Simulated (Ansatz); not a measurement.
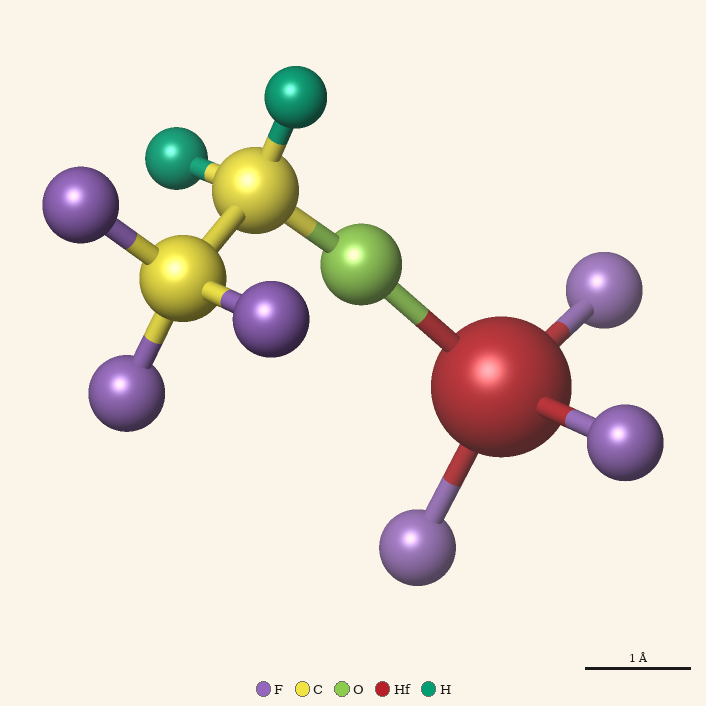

Rendered structure (ball-and-stick style). Every bond is drawn as one stick, whatever its order.

Charge 0, singlet. Computed geometry: PBE0-D4/def2-TZVP optimisation.

**Which formula does it have?**

C2H2F6HfO, 12 atoms: 2 carbon, 2 hydrogen, 6 fluorine, 1 hafnium and 1 oxygen.

**Name functional groups in it.**

Among them: C–F bond.

**How many atoms are distinct by symmetry?**

9: 2 F, 1 C, 1 F, 1 C, 1 O, 1 Hf, 2 F, 1 F, 2 H.

More results for the same structure follow; atom numbers are the same in all pictures, views and colours differ.

### Levels of theory compared

Program: Ansatz 0.2.0.

Compare HOMO energy (eV), HOMO–LUMO gap (eV), dipole (D) at these levels: B3LYP-D4/def2-TZVPP; PBE-D4/def2-TZVPP; r2SCAN-D4/def2-TZVPP; ωB97M-V/def2-TZVPP.

| level | HOMO energy (eV) | HOMO–LUMO gap (eV) | dipole (D) |
| --- | --- | --- | --- |
| B3LYP-D4/def2-TZVPP | −9.45 | 8.44 | 2.38 |
| PBE-D4/def2-TZVPP | −8.02 | 6.65 | 2.26 |
| r2SCAN-D4/def2-TZVPP | −8.41 | 7.54 | 2.31 |
| ωB97M-V/def2-TZVPP | −12.09 | 12.60 | 2.34 |

### Vibrations

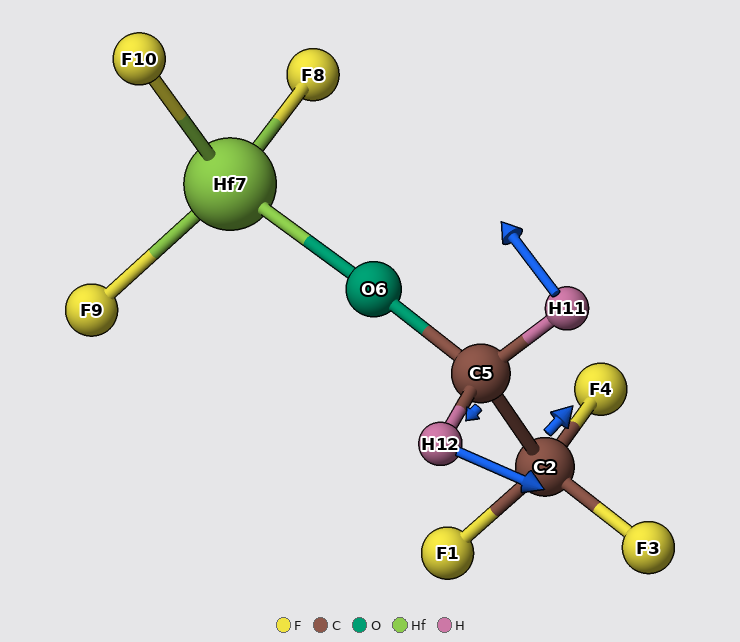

The arrows show one normal mode. Harmonic vibrations computed with RKS PBE0-D4/def2-TZVP, core potentials on Hf (Ansatz 0.2.0) at a stationary point of the same level.

**Estimate its harmonic wavenumber.**

1198 cm⁻¹; it is mode 22 of 30 counted from the lowest.

### Charges

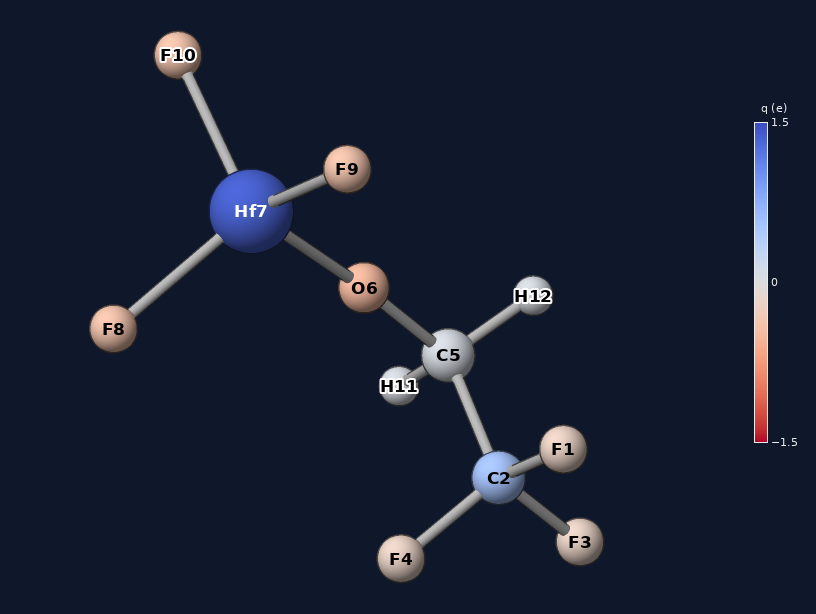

Atoms are coloured by their Mulliken charges. Method: RKS r2SCAN-D4/def2-TZVPP, core potentials on Hf (Ansatz 0.2.0).

List the Mulliken charges.

```
atom  value (e)
  F1      −0.18
  C2       0.50
  F3      −0.17
  F4      −0.18
  C5       0.06
  O6      −0.45
 Hf7       1.34
  F8      −0.36
  F9      −0.36
 F10      −0.36
 H11       0.07
 H12       0.07
```

Mulliken values depend strongly on the basis set and can even reverse the polarity of a bond.
